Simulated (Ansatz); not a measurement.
Consider SrTiO3 (Tausonite).

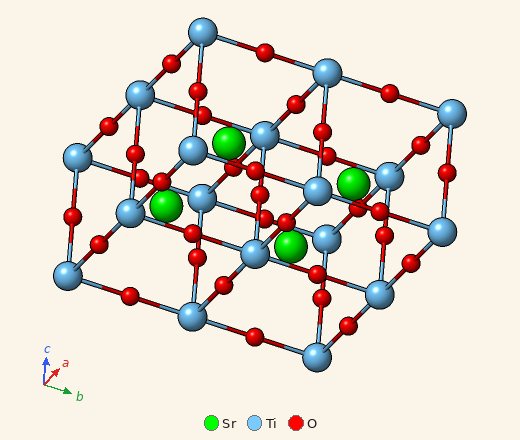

The structure (strontium green, titanium blue, oxygen red). 2×2×1 cells are drawn. Some periodic images of atoms are drawn too.

```cif
data_structure
_symmetry_space_group_name_H-M 'P 1'
_symmetry_Int_Tables_number 1
_cell_length_a 3.9053
_cell_length_b 3.9053
_cell_length_c 3.9053
_cell_angle_alpha 90.000
_cell_angle_beta 90.000
_cell_angle_gamma 90.000
_cell_volume 59.56
loop_
_atom_site_label
_atom_site_type_symbol
_atom_site_fract_x
_atom_site_fract_y
_atom_site_fract_z
_atom_site_occupancy
Sr1 Sr 0.50000 0.50000 0.50000 1
Ti2 Ti 0.00000 0.00000 0.00000 1
O3 O 0.50000 0.00000 0.00000 1
O4 O 0.00000 0.50000 0.00000 1
O5 O 0.00000 0.00000 0.50000 1
```

The cell and positions come from the Crystallography Open Database and are kept as given unless a step says otherwise. PAW set soft_2, made with PBE.

Gaps computed with Ansatz 0.2.0 without a self-energy: LDA 1.78 eV, PBEsol 1.83 eV, PBE 1.89 eV, PBE+SOC 1.87 eV and PBE0 4.07 eV.

Q: Estimate the G0W0@PBE gap with 4×4×4 mesh, 382 empty bands, screening to 200 eV, default PAW files.

About 3.44 eV: on its mesh the run moves the gap from 1.87 eV by +1.57 eV. Among the scalar-relativistic levels given, PBE0 is nearest (+0.63 eV). Bands and cutoff are finite, so the gap is not at the basis limit. The miss can reach some tenths of an eV and take either sign; the mesh is an error of its own. The 4×4×4 mesh is coarse for this cell (its supercell is 16 Å along the shortest edge). The RPA ε∞ on it, from the PBE start, is 6.52; such meshes misread the long-range screening, most where the gap is narrow. This is the ideal cubic cell; many perovskites, halides above all, are cubic only on average, and local tilts or off-centring can widen the gap. The many-body steps are scalar-relativistic: spin-orbit coupling is not in them.

[Paths, hosts, dates, memory and timing lines, banners, echoed tables and standing remarks are left out of the program output.]

[Logs are printed without paths, hosts, clocks, repeated set-up lines and the standing remarks that a program may print on its own settings, such as how far it seeks lower states.]

[Runs of the session that timed out or met a known fault of the program may be left out.]

[Cells called generated may have been cut or substituted from an entry of the Crystallography Open Database or the Materials Project.]

[Hosts, paths, dates, database ids (printed as entryN), source tags and the programs' standing remarks are cut or masked in the printed files.]
